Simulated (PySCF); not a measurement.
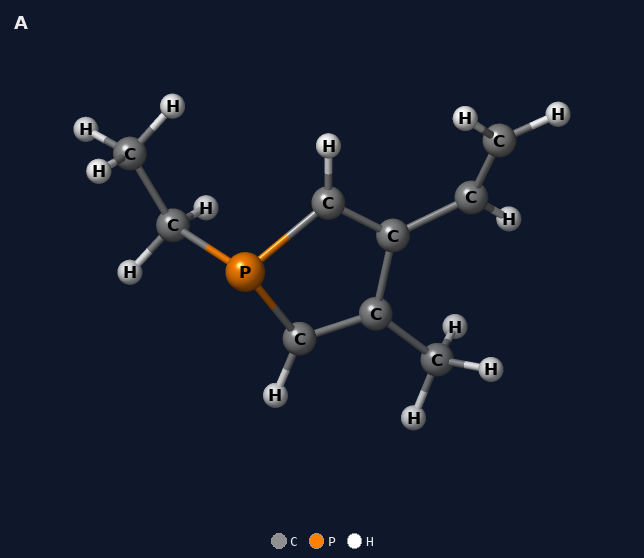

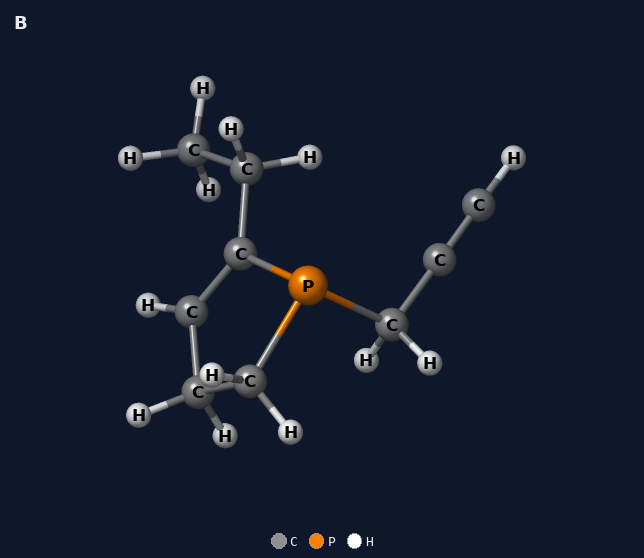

2 stationary structures of one formula. Geometries: GFN2-xTB. Electronic energies: PBE0/pcSseg-1 (PySCF 2.14.0), without zero-point energy. No frequency run is at hand to confirm each as a minimum. Each is one conformer, not always the lowest.

Question: Are they conformers, stereoisomers or constitutional isomers?

Answer: They are constitutional isomers of C9H13P: A `C=Cc1cp(CC)cc1C`, B `C#CCP1CCC=C1CC`.

Question: Which structure is the most stable?

Answer: A is lowest; B lies 1.042 eV above it.

The geometry is semi-empirical. Around P such bond lengths and angles can be off by a tenth of an ångström or more and by several degrees, and values that hang on the shape move with them.
